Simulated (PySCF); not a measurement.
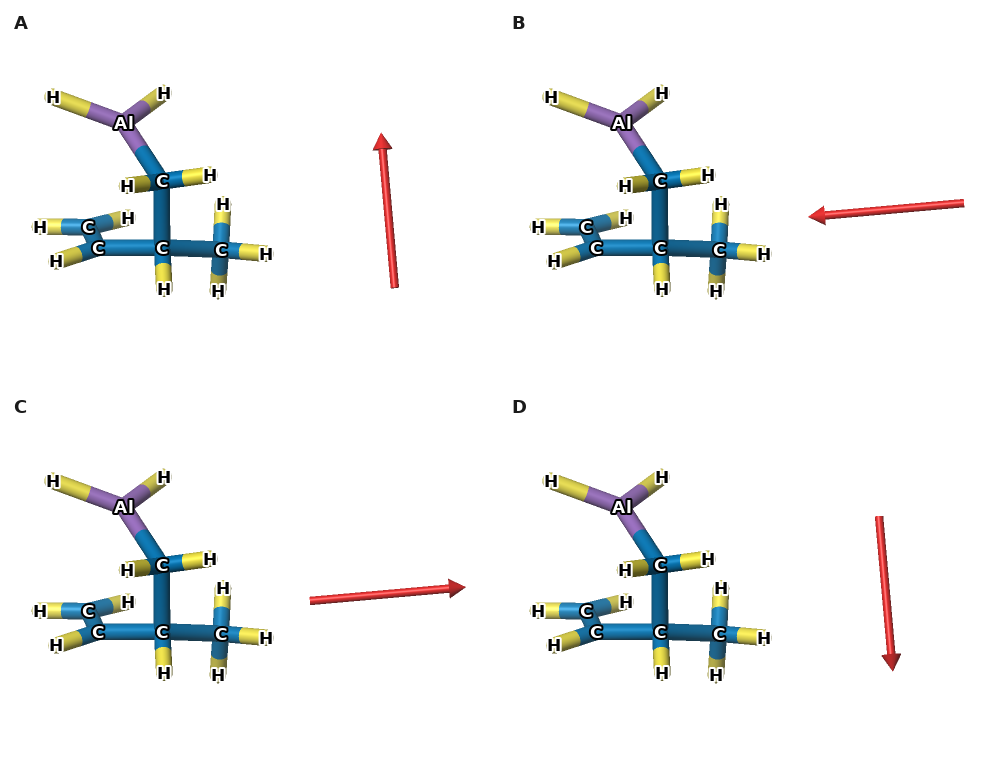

The same molecule four times, each with an arrow. The geometry was computed by an optimisation with GFN2-xTB. No frequency run is at hand to confirm it as a minimum. Properties computed with PBE0/pcSseg-1, gas phase (PySCF 2.14.0).

Which arrow points along the dipole moment, from the negative to the positive end?

D. The dipole moment is 2.22 D.

The geometry is semi-empirical. Around Al such bond lengths and angles can be off by a tenth of an ångström or more and by several degrees, and values that hang on the shape move with them.
